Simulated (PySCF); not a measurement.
## Geometry relaxation of C6H10OSSi2

The run: geometry relaxation of C6H10OSSi2. Method and program: PBE0-D3(BJ)/def2-SVP geometry optimisation, gas phase (PySCF 2.14.0).

It belongs to a series of runs on one base structure; here: H on Si replaced by 2-thienyl.

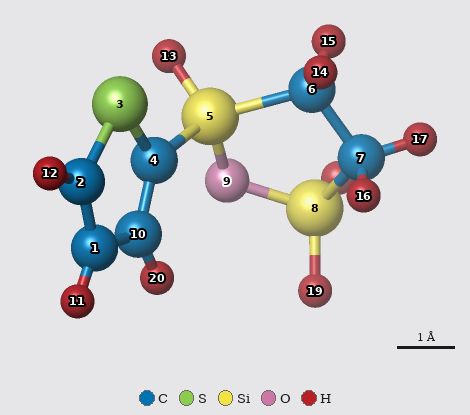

The structure as given in the input (ball-and-stick view, seen at a tilt; atoms are numbered from 1 in the order of the input).

**Key numbers**

```tsv
quantity	value
outcome	converged
total energy	−1285.896076 hartree
dipole moment	1.74 D
point group	C1
hardware	1 CPU thread, shared host
wall time	4 min
peak memory	0.99 GiB
```

**Input**
```
{"job": {"xc": "PBE0", "basis": "def2-SVP", "d3": "d3bj", "grid": 1, "shake": 0.01, "kind": "geom"}, "charge": 0, "multiplicity": 1}
C      3.231620    -0.520590    -0.786260
C      3.614740     0.733280    -0.397510
S      2.407050     1.536440     0.539080
C      1.378170     0.192740     0.410720
Si    -0.333940     0.248720     1.225400
C     -1.626020     1.294110     0.276220
C     -2.356780     0.325310    -0.662080
Si    -2.355460    -1.385550     0.162110
O     -1.031710    -1.216220     1.112090
C      1.911650    -0.805420    -0.317810
H      3.801090    -1.163430    -1.377960
H      4.555670     1.232630    -0.592430
H     -0.279220     0.549130     2.656680
H     -1.226450     2.136400    -0.266830
H     -2.337070     1.694260     0.995210
H     -1.821430     0.275380    -1.598760
H     -3.354620     0.723150    -0.907680
H     -3.505720    -1.598820     1.077100
H     -2.105450    -2.512230    -0.731750
H      1.382870    -1.723890    -0.521210
```

The first line tells a small driver script what to run in PySCF; the rest is the geometry in Å.

Launch command:
```bash
OMP_NUM_THREADS=1 python <driver script> task.json out
```

**What the program printed**
```
step   0  E = -1285.88356605  max force = 0.042857
step   1  E = -1285.89488683  max force = 0.008470
step   2  E = -1285.89539773  max force = 0.007459
step   3  E = -1285.89548653  max force = 0.004531
step   4  E = -1285.89581374  max force = 0.001469
step   5  E = -1285.89586625  max force = 0.001579
step   6  E = -1285.89591211  max force = 0.000342
step   7  E = -1285.89595695  max force = 0.000811
step   8  E = -1285.89601493  max force = 0.001132
step   9  E = -1285.89606522  max force = 0.000694
step  10  E = -1285.89607572  max force = 0.000322
optimisation converged
```

**Trajectory as extended XYZ (Å, eV, eV/Å), 11 frames, from step=0 to step=10**
```
20
Properties=species:S:1:pos:R:3:forces:R:3 step=0 energy=-34990.67409
C     3.2316   -0.5206   -0.7863   -1.5225   1.4093   1.1354
C     3.6147    0.7333   -0.3975    0.2464   0.2731   0.1033
S     2.4070    1.5364    0.5391    0.8799   0.0997  -0.2777
C     1.3782    0.1927    0.4107   -2.2038   0.8203   1.3385
Si   -0.3339    0.2487    1.2254    0.6965   1.0927  -0.5126
C    -1.6260    1.2941    0.2762    0.2799  -0.7319   0.3919
C    -2.3568    0.3253   -0.6621   -0.6122   0.0708   0.2542
Si   -2.3555   -1.3856    0.1621   -0.7216   0.4777  -0.2241
O    -1.0317   -1.2162    1.1121    0.6014  -1.3595   0.4964
C     1.9117   -0.8054   -0.3178    0.9207  -0.8797  -0.7655
H     3.8011   -1.1634   -1.3780    1.1503  -1.1825  -1.0525
H     4.5557    1.2326   -0.5924    0.2414   0.1089  -0.0963
H    -0.2792    0.5491    2.6567    0.2813   0.4075   0.4680
H    -1.2265    2.1364   -0.2668    0.3857   0.6143  -0.3388
H    -2.3371    1.6943    0.9952   -0.2563   0.2244   0.4785
H    -1.8214    0.2754   -1.5988    0.3919  -0.2165  -0.7336
H    -3.3546    0.7231   -0.9077   -0.0716  -0.1609  -0.0391
H    -3.5057   -1.5988    1.0771   -0.3068  -0.1430  -0.1320
H    -2.1054   -2.5122   -0.7318   -0.1859  -0.4830  -0.4629
H     1.3829   -1.7239   -0.5212   -0.1949  -0.4416  -0.0312
20
Properties=species:S:1:pos:R:3:forces:R:3 step=1 energy=-34990.98215
C     3.0522   -0.3342   -0.7628    0.4355  -0.4174  -0.3806
C     3.5015    0.9056   -0.3922   -0.1863   0.0037   0.0777
S     2.3573    1.6968    0.6093   -0.1457   0.0328   0.0679
C     1.2416    0.3735    0.5433    0.1497  -0.1103  -0.0283
Si   -0.4224    0.3673    1.3886   -0.0543   0.0269  -0.2185
C    -1.7436    1.3604    0.4505   -0.0187   0.0750   0.0043
C    -2.4379    0.3955   -0.5376    0.1081   0.0012  -0.0849
Si   -2.4332   -1.3262    0.2596   -0.0729   0.0347  -0.0985
O    -1.0816   -1.1824    1.2574    0.0383   0.1426   0.0518
C     1.7754   -0.6430   -0.2279   -0.1738   0.1310   0.0370
H     3.6400   -1.0140   -1.4038   -0.2567   0.2393   0.2501
H     4.4392    1.3930   -0.6537    0.0238   0.0065  -0.0065
H    -0.2497    0.8257    2.7998   -0.0861  -0.1275  -0.0138
H    -1.3334    2.2467   -0.0664    0.0055  -0.0811   0.0887
H    -2.4729    1.7411    1.1885    0.0279  -0.0330  -0.0083
H    -1.8620    0.3398   -1.4807   -0.0114  -0.0368   0.1031
H    -3.4427    0.7459   -0.8166   -0.0682  -0.0077  -0.0053
H    -3.6806   -1.6167    1.0356    0.1148   0.0750   0.1174
H    -2.2837   -2.4508   -0.7155    0.1435   0.0644   0.0400
H     1.2445   -1.5813   -0.3991    0.0271  -0.0194   0.0067
20
Properties=species:S:1:pos:R:3:forces:R:3 step=2 energy=-34990.99605
C     3.0434   -0.3592   -0.7730   -0.1485   0.2751   0.1919
C     3.4637    0.8895   -0.3909    0.3835   0.1472  -0.1287
S     2.3314    1.7003    0.6090    0.0599  -0.2304  -0.1548
C     1.2320    0.3709    0.5395   -0.0393  -0.0853  -0.0150
Si   -0.4254    0.3812    1.3836   -0.0129  -0.0685  -0.0764
C    -1.7475    1.3709    0.4536   -0.0284   0.0349   0.0161
C    -2.4243    0.4046   -0.5444   -0.0100   0.0262  -0.0395
Si   -2.4071   -1.3151    0.2512   -0.0364  -0.0560  -0.0210
O    -1.0670   -1.1679    1.2563    0.0103   0.0427   0.0481
C     1.7600   -0.6445   -0.2349   -0.1947  -0.1542   0.0381
H     3.6271   -1.0356   -1.4027   -0.0605   0.0667   0.0559
H     4.4013    1.3804   -0.6489    0.0366   0.0137  -0.0069
H    -0.2705    0.8076    2.8031   -0.0224  -0.0208   0.0190
H    -1.3363    2.2621   -0.0477    0.0042   0.0008   0.0102
H    -2.4819    1.7383    1.1919    0.0034  -0.0223   0.0036
H    -1.8384    0.3515   -1.4784    0.0173  -0.0205   0.0235
H    -3.4333    0.7424   -0.8311    0.0018  -0.0060  -0.0028
H    -3.6336   -1.6148    1.0512    0.0136   0.0455   0.0390
H    -2.2118   -2.4373   -0.7133    0.0412   0.0252  -0.0205
H     1.2262   -1.5828   -0.3978   -0.0186  -0.0139   0.0202
20
Properties=species:S:1:pos:R:3:forces:R:3 step=3 energy=-34990.99846
C     3.0172   -0.3510   -0.7627    0.0039  -0.0264  -0.0604
C     3.4690    0.8949   -0.4064   -0.1942  -0.1343   0.0514
S     2.3245    1.6872    0.5935   -0.0121   0.0701   0.0299
C     1.2222    0.3602    0.5392   -0.0632   0.1525   0.0582
Si   -0.4308    0.3859    1.3832    0.0048  -0.0267   0.1061
C    -1.7511    1.3767    0.4586   -0.0169  -0.0055   0.0047
C    -2.4108    0.4112   -0.5512   -0.0916   0.0339   0.0083
Si   -2.3914   -1.3071    0.2439   -0.0211  -0.1000   0.0230
O    -1.0636   -1.1604    1.2600    0.0170  -0.0474   0.0292
C     1.7336   -0.6613   -0.2326    0.2330   0.1822   0.0355
H     3.5891   -1.0286   -1.3861    0.1559  -0.1705  -0.1711
H     4.4090    1.3798   -0.6724   -0.0417  -0.0395   0.0078
H    -0.2920    0.7868    2.8099    0.0269   0.0503   0.0343
H    -1.3367    2.2719   -0.0281    0.0006   0.0603  -0.0430
H    -2.4911    1.7326    1.1956   -0.0142  -0.0158   0.0135
H    -1.8113    0.3582   -1.4742    0.0374  -0.0031  -0.0388
H    -3.4204    0.7408   -0.8493    0.0491  -0.0010  -0.0043
H    -3.6060   -1.6057    1.0587   -0.0580   0.0075  -0.0259
H    -2.1579   -2.4246   -0.7143   -0.0416  -0.0133  -0.0565
H     1.2065   -1.6048   -0.3890    0.0261   0.0267  -0.0020
20
Properties=species:S:1:pos:R:3:forces:R:3 step=4 energy=-34991.00737
C     3.0189   -0.3585   -0.7690   -0.0595   0.0317   0.0150
C     3.4707    0.8866   -0.4141   -0.0675  -0.0208   0.0357
S     2.3384    1.6942    0.5895    0.0147   0.0755   0.0154
C     1.2243    0.3763    0.5491    0.0679   0.0638  -0.0381
Si   -0.4332    0.3889    1.3919    0.0047  -0.0292   0.0553
C    -1.7563    1.3758    0.4633    0.0044   0.0117  -0.0037
C    -2.4094    0.4098   -0.5508   -0.0379   0.0148   0.0013
Si   -2.3889   -1.3120    0.2399    0.0129  -0.0512   0.0252
O    -1.0630   -1.1610    1.2618    0.0109  -0.0052   0.0106
C     1.7375   -0.6454   -0.2230    0.0382  -0.0709  -0.0001
H     3.5854   -1.0452   -1.3960    0.0383  -0.0523  -0.0517
H     4.4110    1.3662   -0.6856   -0.0119  -0.0036   0.0081
H    -0.2982    0.7914    2.8200    0.0192   0.0270   0.0071
H    -1.3446    2.2745   -0.0225   -0.0122   0.0244  -0.0157
H    -2.5006    1.7274    1.1985   -0.0062  -0.0171   0.0077
H    -1.8058    0.3613   -1.4727    0.0188  -0.0048  -0.0082
H    -3.4179    0.7372   -0.8517    0.0204   0.0066  -0.0116
H    -3.6105   -1.6137    1.0449   -0.0271   0.0060  -0.0197
H    -2.1532   -2.4250   -0.7249   -0.0295  -0.0003  -0.0280
H     1.2037   -1.5859   -0.3723    0.0012  -0.0064  -0.0045
20
Properties=species:S:1:pos:R:3:forces:R:3 step=5 energy=-34991.00880
C     3.0128   -0.3581   -0.7732    0.0421  -0.0254  -0.0138
C     3.4556    0.8907   -0.4200    0.0680   0.0249  -0.0393
S     2.3307    1.7016    0.5869   -0.0250  -0.0812  -0.0393
C     1.2278    0.3729    0.5532   -0.0590  -0.0277   0.0347
Si   -0.4295    0.3842    1.4010   -0.0090  -0.0210  -0.0179
C    -1.7494    1.3740    0.4669    0.0174   0.0245  -0.0062
C    -2.3997    0.4096   -0.5505    0.0072  -0.0032  -0.0022
Si   -2.3905   -1.3134    0.2405    0.0143   0.0101   0.0007
O    -1.0667   -1.1649    1.2691   -0.0187   0.0059   0.0023
C     1.7407   -0.6547   -0.2142   -0.0260   0.0641   0.0296
H     3.5821   -1.0425   -1.4062   -0.0209   0.0361   0.0297
H     4.3907    1.3751   -0.6987    0.0131   0.0005  -0.0079
H    -0.2894    0.7972    2.8270    0.0014  -0.0065  -0.0068
H    -1.3371    2.2730   -0.0201   -0.0127  -0.0012   0.0160
H    -2.4963    1.7258    1.1997   -0.0037  -0.0162   0.0016
H    -1.7898    0.3594   -1.4691    0.0067  -0.0066   0.0158
H    -3.4038    0.7420   -0.8584   -0.0036   0.0052  -0.0139
H    -3.6260   -1.6062    1.0292    0.0112   0.0019   0.0053
H    -2.1652   -2.4242   -0.7311    0.0003   0.0057   0.0068
H     1.2110   -1.5989   -0.3559   -0.0031   0.0101   0.0049
20
Properties=species:S:1:pos:R:3:forces:R:3 step=6 energy=-34991.01005
C     3.0066   -0.3623   -0.7733    0.0080  -0.0060  -0.0003
C     3.4518    0.8891   -0.4325    0.0068   0.0025  -0.0070
S     2.3286    1.7027    0.5753   -0.0123  -0.0030  -0.0099
C     1.2247    0.3753    0.5582    0.0041  -0.0106   0.0004
Si   -0.4316    0.3845    1.4073   -0.0071   0.0064  -0.0050
C    -1.7504    1.3751    0.4730    0.0176   0.0158  -0.0060
C    -2.3912    0.4121   -0.5516   -0.0024  -0.0035   0.0030
Si   -2.3848   -1.3121    0.2366    0.0041   0.0128  -0.0090
O    -1.0672   -1.1645    1.2727   -0.0108   0.0009   0.0053
C     1.7364   -0.6542   -0.2062   -0.0086  -0.0035   0.0007
H     3.5718   -1.0506   -1.4041   -0.0064   0.0089   0.0088
H     4.3854    1.3724   -0.7191    0.0014   0.0004  -0.0006
H    -0.2938    0.7950    2.8339    0.0055  -0.0071  -0.0035
H    -1.3393    2.2775   -0.0079   -0.0095   0.0060   0.0124
H    -2.5022    1.7202    1.2039   -0.0051  -0.0150   0.0028
H    -1.7732    0.3642   -1.4647    0.0088  -0.0055   0.0081
H    -3.3933    0.7436   -0.8674    0.0022   0.0030  -0.0119
H    -3.6238   -1.6063    1.0186    0.0068  -0.0023   0.0059
H    -2.1525   -2.4200   -0.7362   -0.0017  -0.0006   0.0054
H     1.2065   -1.5993   -0.3401   -0.0014   0.0003   0.0003
20
Properties=species:S:1:pos:R:3:forces:R:3 step=7 energy=-34991.01127
C     2.9945   -0.3710   -0.7744   -0.0232   0.0146   0.0095
C     3.4368    0.8872   -0.4552   -0.0218  -0.0092   0.0114
S     2.3166    1.7071    0.5514    0.0054   0.0396   0.0077
C     1.2193    0.3750    0.5637    0.0211  -0.0010  -0.0254
Si   -0.4338    0.3848    1.4188   -0.0033   0.0241   0.0038
C    -1.7498    1.3781    0.4849    0.0136   0.0044  -0.0058
C    -2.3731    0.4185   -0.5535   -0.0084  -0.0017   0.0077
Si   -2.3760   -1.3077    0.2302   -0.0025   0.0123  -0.0135
O    -1.0701   -1.1632    1.2810   -0.0040  -0.0047   0.0100
C     1.7294   -0.6602   -0.1933    0.0131  -0.0417  -0.0057
H     3.5568   -1.0646   -1.4004    0.0070  -0.0129  -0.0089
H     4.3658    1.3710   -0.7560   -0.0044   0.0008   0.0028
H    -0.2959    0.7905    2.8464    0.0101  -0.0059   0.0002
H    -1.3405    2.2875    0.0160   -0.0076   0.0112   0.0068
H    -2.5107    1.7106    1.2121   -0.0051  -0.0125   0.0032
H    -1.7386    0.3735   -1.4553    0.0087  -0.0046   0.0011
H    -3.3700    0.7498   -0.8859    0.0062   0.0026  -0.0090
H    -3.6222   -1.6028    0.9998    0.0004  -0.0049   0.0034
H    -2.1326   -2.4127   -0.7427   -0.0049  -0.0055   0.0021
H     1.2023   -1.6089   -0.3114   -0.0003  -0.0048  -0.0012
20
Properties=species:S:1:pos:R:3:forces:R:3 step=8 energy=-34991.01284
C     2.9750   -0.3856   -0.7771   -0.0313   0.0185   0.0151
C     3.4092    0.8837   -0.4927   -0.0327  -0.0143   0.0233
S     2.2944    1.7138    0.5121    0.0144   0.0582   0.0070
C     1.2114    0.3718    0.5700    0.0195  -0.0030  -0.0302
Si   -0.4359    0.3851    1.4367    0.0027   0.0308   0.0092
C    -1.7474    1.3839    0.5039    0.0089  -0.0051  -0.0060
C    -2.3433    0.4304   -0.5559   -0.0105   0.0007   0.0081
Si   -2.3644   -1.2987    0.2209   -0.0058   0.0079  -0.0131
O    -1.0767   -1.1604    1.2949   -0.0010  -0.0082   0.0120
C     1.7212   -0.6746   -0.1716    0.0249  -0.0443  -0.0098
H     3.5352   -1.0870   -1.3957    0.0129  -0.0232  -0.0166
H     4.3289    1.3699   -0.8171   -0.0070   0.0002   0.0039
H    -0.2936    0.7833    2.8656    0.0116  -0.0040   0.0034
H    -1.3420    2.3045    0.0545   -0.0059   0.0121   0.0014
H    -2.5227    1.6956    1.2253   -0.0028  -0.0082   0.0033
H    -1.6826    0.3886   -1.4388    0.0055  -0.0031  -0.0035
H    -3.3302    0.7633   -0.9154    0.0072   0.0023  -0.0040
H    -3.6231   -1.5937    0.9697   -0.0041  -0.0046   0.0005
H    -2.1066   -2.4009   -0.7512   -0.0057  -0.0066  -0.0005
H     1.2014   -1.6303   -0.2619   -0.0010  -0.0059  -0.0034
20
Properties=species:S:1:pos:R:3:forces:R:3 step=9 energy=-34991.01421
C     2.9515   -0.4101   -0.7791   -0.0178   0.0090   0.0062
C     3.3689    0.8753   -0.5468   -0.0245  -0.0065   0.0138
S     2.2565    1.7240    0.4450    0.0211   0.0333   0.0115
C     1.2001    0.3656    0.5720   -0.0089  -0.0029  -0.0357
Si   -0.4368    0.3861    1.4594    0.0039   0.0225   0.0054
C    -1.7441    1.3930    0.5317    0.0058  -0.0069  -0.0049
C    -2.3030    0.4498   -0.5567   -0.0067   0.0016   0.0030
Si   -2.3515   -1.2832    0.2096   -0.0044   0.0012  -0.0058
O    -1.0882   -1.1553    1.3146   -0.0019  -0.0071   0.0060
C     1.7130   -0.6982   -0.1427    0.0304  -0.0232   0.0119
H     3.5134   -1.1236   -1.3827    0.0072  -0.0154  -0.0092
H     4.2752    1.3644   -0.9034   -0.0052  -0.0001   0.0000
H    -0.2812    0.7737    2.8895    0.0080  -0.0035   0.0032
H    -1.3469    2.3302    0.1096   -0.0032   0.0061  -0.0031
H    -2.5376    1.6742    1.2460    0.0011  -0.0005   0.0028
H    -1.6072    0.4115   -1.4128   -0.0014  -0.0003  -0.0051
H    -3.2741    0.7876   -0.9529    0.0025   0.0011   0.0036
H    -3.6277   -1.5759    0.9291   -0.0041  -0.0012  -0.0011
H    -2.0785   -2.3827   -0.7615   -0.0015  -0.0030  -0.0002
H     1.2063   -1.6639   -0.1917   -0.0004  -0.0042  -0.0023
20
Properties=species:S:1:pos:R:3:forces:R:3 step=10 energy=-34991.01450
C     2.9519   -0.4180   -0.7776   -0.0055   0.0027  -0.0003
C     3.3617    0.8724   -0.5597   -0.0038  -0.0056   0.0142
S     2.2487    1.7248    0.4280    0.0031   0.0165  -0.0100
C     1.1988    0.3620    0.5677   -0.0085  -0.0058  -0.0106
Si   -0.4355    0.3862    1.4602    0.0050   0.0082   0.0044
C    -1.7430    1.3963    0.5366    0.0046  -0.0040  -0.0026
C    -2.3000    0.4563   -0.5555   -0.0008   0.0010  -0.0001
Si   -2.3537   -1.2776    0.2083   -0.0029  -0.0023   0.0005
O    -1.0921   -1.1536    1.3163   -0.0020  -0.0015   0.0004
C     1.7170   -0.7072   -0.1351    0.0149  -0.0041   0.0088
H     3.5170   -1.1344   -1.3753    0.0017  -0.0062  -0.0041
H     4.2637    1.3633   -0.9241   -0.0011  -0.0014   0.0004
H    -0.2727    0.7710    2.8902    0.0022  -0.0021   0.0029
H    -1.3486    2.3367    0.1188   -0.0015   0.0016  -0.0032
H    -2.5373    1.6719    1.2523    0.0023   0.0020   0.0027
H    -1.6008    0.4179   -1.4090   -0.0033   0.0004  -0.0039
H    -3.2687    0.7968   -0.9548   -0.0003   0.0003   0.0047
H    -3.6319   -1.5687    0.9252   -0.0027   0.0009  -0.0010
H    -2.0822   -2.3772   -0.7633    0.0008  -0.0001   0.0001
H     1.2158   -1.6763   -0.1731   -0.0020  -0.0006  -0.0031
```

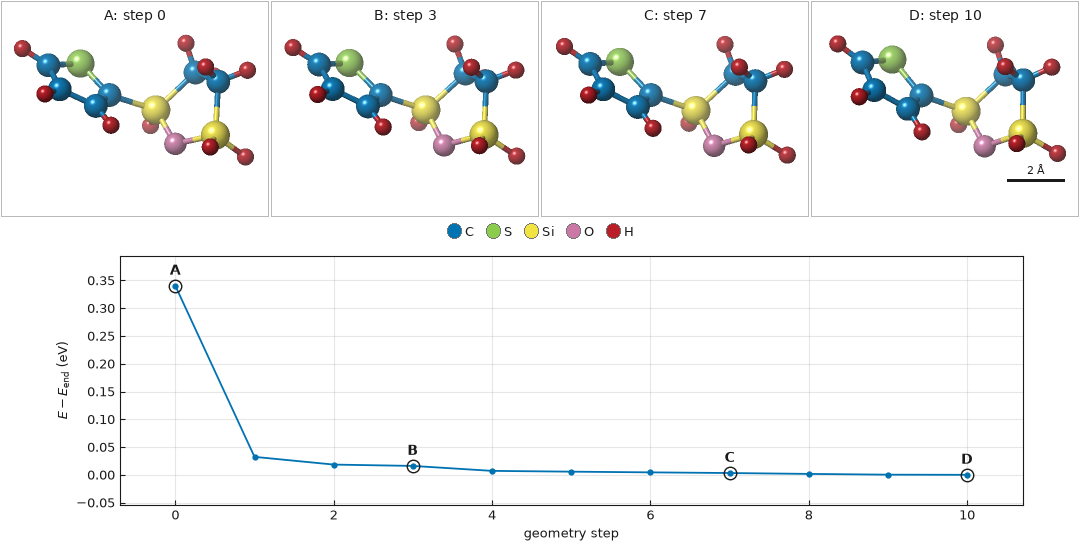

Frames of the relaxation (ball-and-stick view, seen at a tilt) above the curves, on which the letters mark them (steps are counted from 0).

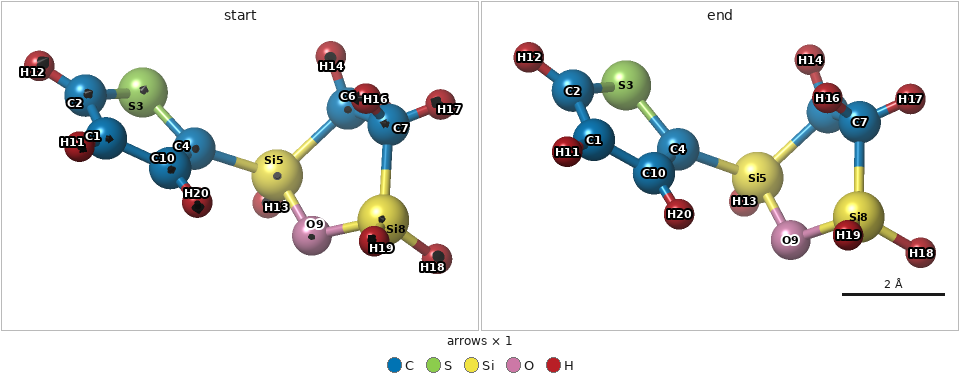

Before (left) and after (right) the relaxation, at one scale (ball-and-stick view, seen at a tilt). The black arrows give the displacements, at true length. Over 10 geometry steps the energy falls by 0.340 eV. Largest force component: 2.2 eV/Å at the start, 0.017 eV/Å at the end. The largest moves after the best rigid fit, 0.37 Å, are those of H12 and H16. By element the largest moves are H 0.37 Å, C 0.22 Å, S 0.18 Å, Si 0.14 Å, O 0.11 Å. Among the contacts that change: Si5–O9 1.627 → 1.680 Å, C1–H11 1.043 → 1.091 Å, Si8–O9 1.638 → 1.684 Å, C4–Si5 1.897 → 1.862 Å. Among the angles that change: O9–Si5–H13 105.6° → 111.2°, S3–C4–Si5 119.4° → 124.2°, H18–Si8–H19 113.5° → 108.9°. (Atoms are counted from 1 in the order of the input.)
